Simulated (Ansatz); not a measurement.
The calculation's input:

```
crystal:
  lattice:
    - [-1.9893662377, 1.9893662377, 5.3558765125]
    - [1.9893662377, -1.9893662377, 5.3558765125]
    - [1.9893662377, 1.9893662377, -5.3558765125]
  atoms:
    - { symbol: Ga, position: [0.0, 0.0, 0.0] }
    - { symbol: Ge, position: [0.354767755, 0.354767755, 0.0] }
    - { symbol: Ge, position: [0.645232245, 0.645232245, 0.0] }
    - { symbol: O, position: [0.5, 0.0, 0.5] }
    - { symbol: O, position: [0.0, 0.5, 0.5] }
    - { symbol: O, position: [0.1854370908, 0.1854370908, 0.0] }
    - { symbol: O, position: [0.8145629092, 0.8145629092, 0.0] }
basis:
  ecutwfc: 420
kpoints:
  mp_grid: { grid: [14, 14, 14] }
hamiltonian:
  xc: pbe
scf:
  occupations: { method: gaussian, width: 0.1 }
output:
  forces: true
  stress: true
  eigenvalues: true
  write_density: true
  write_potential: true
  elf: true
  volumetric_format: npy
relax:
  adjacent_minimum: "off"
  f_tol: 0.01
  max_steps: 80
  cell: { stress_tol: 0.05 }
```

Command:

```sh
ansatz run input.yaml --threads 1 --pin off --max-ram 2560MiB --backend cpu --events-out ev --progress --plain --runs-dir out
```

Below, planes, directions and counts refer to the conventional cell (a = 3.99 Å, b = 3.99 Å, c = 10.69 Å, α = 90.00°, β = 90.00°, γ = 90.00°).

The fields are those of the run's last geometry, not of the input's.

Space group I4/mmm; started from the K2NiF4_139 prototype, which need not be the ambient phase; computed without spin polarisation.

These are results of DFT PBE, scalar-relativistic, plane waves, PAW in Ansatz, not measurements.

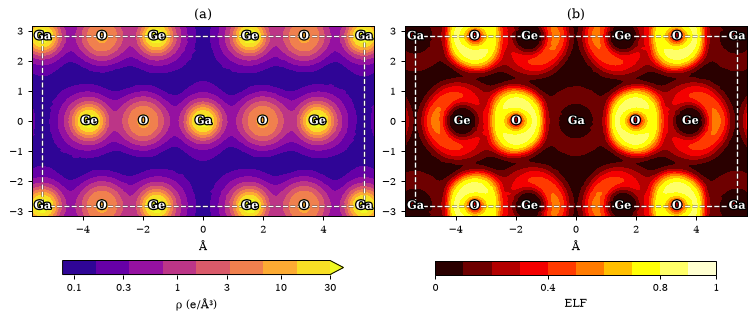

GaGe₂O₄. (a) valence electron density; (b) electron localisation function on the (11̄0) plane of the conventional cell.

In a PAW calculation such maps are meaningful between the atoms, not at the nuclei.

Q: What do the fields say about this system?

A:
- The plane passes through Ga, Ge and O nuclei.
- Ge–O (1.81 Å): the density is about 0.93 e/Å³ at the midpoint; the ELF peaks at about 0.80 in the valence shell of O, 0.6 Å from its nucleus, and is about 0.45 at the midpoint.
- Ga–O (1.98 Å): the density is about 0.59 e/Å³ at the midpoint; the ELF peaks at about 0.80 in the valence shell of O, 0.6 Å from its nucleus, and is about 0.30 at the midpoint: no localised pair shows between them.
- Between the atoms the lowest density in this plane is 0.08 e/Å³.
